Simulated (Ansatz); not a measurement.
The calculation's input:

```
crystal:
  periodic: [false, false, false]
  atoms:
    - {symbol: C, position_ang: [0.553244, -1.680544, 0.011453]}
    - {symbol: O, position_ang: [-0.342022, -0.591399, -0.020393]}
    - {symbol: Ta, position_ang: [-0.483299, 1.244379, -0.011922]}
    - {symbol: F, position_ang: [-2.365200, 1.263540, -0.101540]}
    - {symbol: F, position_ang: [-0.424156, 2.090567, -1.671983]}
    - {symbol: F, position_ang: [-0.583068, 2.062818, 1.660064]}
    - {symbol: F, position_ang: [1.396052, 1.443916, 0.079191]}
    - {symbol: H, position_ang: [1.581698, -1.315461, 0.062348]}
    - {symbol: H, position_ang: [0.333756, -2.292388, 0.887546]}
    - {symbol: H, position_ang: [0.416194, -2.276626, -0.891864]}
basis:
  gaussian: {orbitals: def2-TZVPP}
hamiltonian: {xc: pbe0, dispersion: d4}
output: {orbitals: {seedname: orbitals}}
```

Launched as:

```sh
ansatz run in.yaml --threads 4 --pin off --events-out ev --progress --plain --max-ram 11315MiB
```

Geometry: PBE0-D4/def2-TZVP; core potentials replace the inner electrons of Ta.

These are results of RKS PBE0-D4/def2-TZVPP in Ansatz, not measurements.

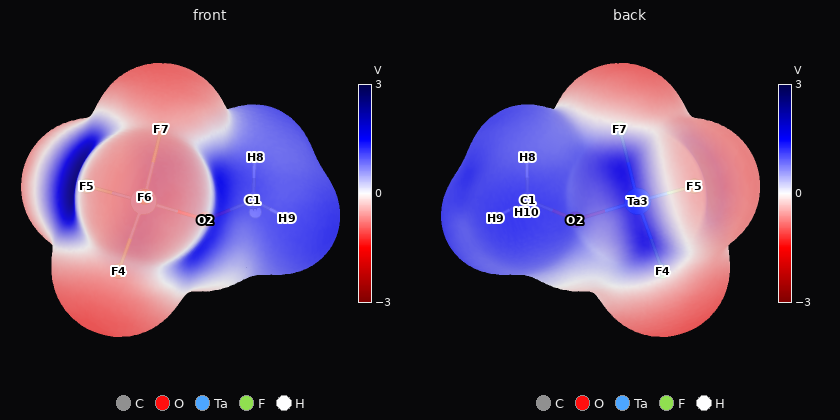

CH3F4OTa. The molecular electrostatic potential painted on the density surface at 0.001 e/bohr³, seen from the front and from behind; the colour scale runs from red (negative) to blue (positive).

Describe the electrostatic potential map.

The most negative region (about −1.0 V) lies over F4, the most positive (about +2.3 V) over Ta3.
